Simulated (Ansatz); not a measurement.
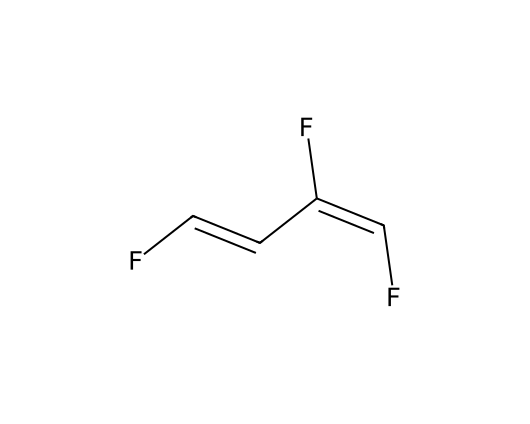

Skeletal drawing of a molecule.

Question: Write the SMILES.

Answer: F/C=C/C(F)=C\F

Question: Give the formula, hydrogens included.

Answer: C4H3F3.

Question: An optimisation with PBE0-D4/def2-TZVP gave a structure of which point group?

Answer: Cs. Other conformers may differ.

More results for the same structure follow; atom numbers are the same in all pictures, views and colours differ. The computed structure is the end point of a PBE0-D4/def2-TZVP optimisation.

**Thermal motion**

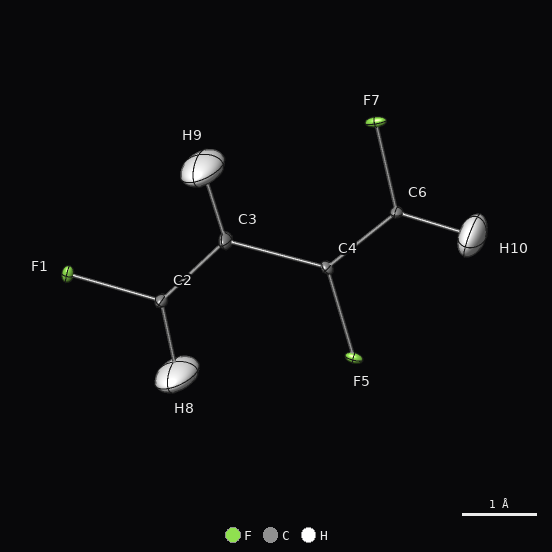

Displacement ellipsoids at the 50 % level, enlarged 1.5 times, from the internal vibrations of the free molecule (harmonic, no overall translation or rotation; no half-axis is drawn under 0.075 Å). Vibrations computed with RKS PBE0-D4/def2-TZVP (Ansatz 0.2.0). Temperature: 100 K.

Question: Which atom moves most?

Answer: H8, with U_eq = 0.0230 Å².

Question: Does H8 move more along its bond or across it?

Answer: Across it: the root-mean-square amplitude is 0.079 Å along the bond and up to 0.215 Å across, since bending and torsion are softer than stretching.

List U_eq and the three principal root-mean-square amplitudes for each kind of atom.

```
atom  U_eq (Å²)   rms amplitudes (Å)
  F1     0.0019  0.036, 0.036, 0.055
  C2     0.0024  0.037, 0.041, 0.064
  C3     0.0034  0.038, 0.049, 0.081
  C4     0.0019  0.032, 0.044, 0.052
  F5     0.0016  0.027, 0.034, 0.055
  C6     0.0018  0.031, 0.038, 0.054
  F7     0.0021  0.029, 0.032, 0.066
  H8     0.0230  0.079, 0.128, 0.215
  H9     0.0228  0.084, 0.128, 0.212
 H10     0.0173  0.079, 0.124, 0.175
```

**Vibrations**

Harmonic vibrations computed with RKS PBE0-D4/def2-TZVP (Ansatz 0.2.0) at a stationary point of the same level.

Question: How many vibrational modes are there, and where do they lie?

Answer: 24 modes: 132, 142, 218, 257, 328, 417, 557, 598, 630, 821, 869, 923, 948, 1167, 1206, 1255, 1276, 1337, 1409, 1715, 1782, 3226, 3233, 3247 cm⁻¹.

**Levels of theory compared**

Program: Ansatz 0.2.0.

Tabulate HOMO–LUMO gap (eV) at these levels: B97M-V/def2-TZVPP; PBE0-D4/def2-QZVPP; r2SCAN0-D4/def2-TZVPP; revPBE-D4/def2-TZVPP; ωB97M-V/def2-SVP; ωB97M-V/def2-TZVPP; ωB97X-V/def2-TZVPP.

```csv
level,HOMO–LUMO gap (eV)
B97M-V/def2-TZVPP,4.18
PBE0-D4/def2-QZVPP,5.74
r2SCAN0-D4/def2-TZVPP,5.98
revPBE-D4/def2-TZVPP,3.75
ωB97M-V/def2-SVP,10.05
ωB97M-V/def2-TZVPP,9.97
ωB97X-V/def2-TZVPP,10.13
```
